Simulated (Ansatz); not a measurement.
## Fields on a plane of YCo5 (space group P6/mmm)

```xyz
6
Lattice="4.8386 0.0000 0.0000 -2.4193 4.1903 0.0000 0.0000 0.0000 3.8953" Properties=species:S:1:pos:R:3 pbc="T T T"
Y      0.0000     0.0000     0.0000
Co     0.0000     2.7936     0.0000
Co     2.4193     1.3968     0.0000
Co     2.4193     0.0000     1.9477
Co     1.2096     2.0952     1.9477
Co    -1.2096     2.0952     1.9477
```

The slice is a (-1 1 0 0) plane (indices of the conventional cell) through the point (0.500, 0.500, 0.500) (fractional), spanned by u = [001] and v = [110] in vectors of this cell: u (3.90 Å) and v (4.84 Å, at 90° to u). It covers one period; positions are fractions (u, v).

Atoms on it: Y at (0.50, 0.50); Co at (0.00, 0.00).

The numbers are results of PBEsol (plane waves to 420 eV, PAW, scalar-relativistic; Ansatz, a program for electronic structure), not measurements. k mesh 11×11×12. Inside the PAW spheres the values are not all-electron values, and peaks at nuclei hang on which shells count as valence. Relaxed YCo5 ends ferromagnetic. YCo5 was relaxed with its symmetry unable to fall. Other magnetic orders were not checked, so this need not be the ground state.

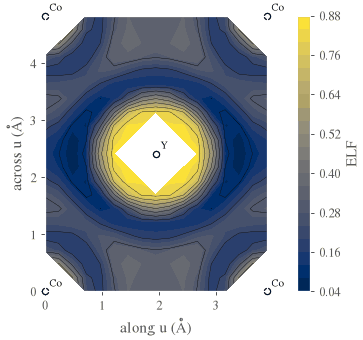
Figure: Electron localisation function (ELF), one period of the plane, atoms marked. Points within 0.5 Å of a nucleus are left white, as the pseudised field means little there.

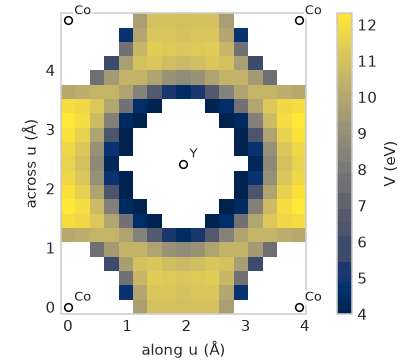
Figure. Electrostatic potential energy of an electron, from the cell's mean, in eV, one period of the plane, atoms marked. Points within 1 Å of a nucleus are left white, as the pseudised field means little there. Values under 4 eV are set to 4. The zero, the cell's mean, hangs on the PAW cores.
